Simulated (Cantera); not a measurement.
A closed system holds: 1 mol CH3SiH3, 0.014 mol CH4, 16 mol H2, equilibrated at 2150 °C.

Equilibrium computed with Cantera from the NASA thermochemical tables; the gas is ideal and each condensed phase is pure. Candidate condensed phases: C, C6H6, C7H8, C8H18, Si, SiC; 87 gas species. The feed counts by its element totals alone. Gases not in the tables: Si2H6 and higher silanes. The numbers say what is thermodynamically allowed, not how fast it happens.

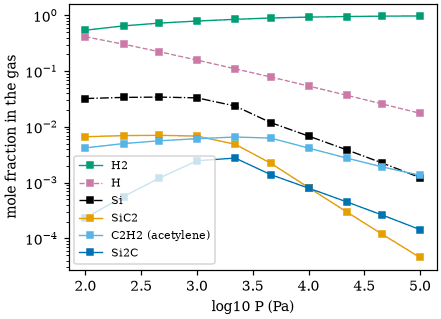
Figure. Equilibrium gas composition (values under 1e-9 drawn at 1e-9)

From 0.750 Torr to 7.50 Torr the condensed part is C(graphite). At 16.5 Torr the condensed part is C(graphite) + SiC(s). From 34.5 Torr to 750 Torr the condensed part is SiC(s). The main Si-bearing gas is Si throughout.
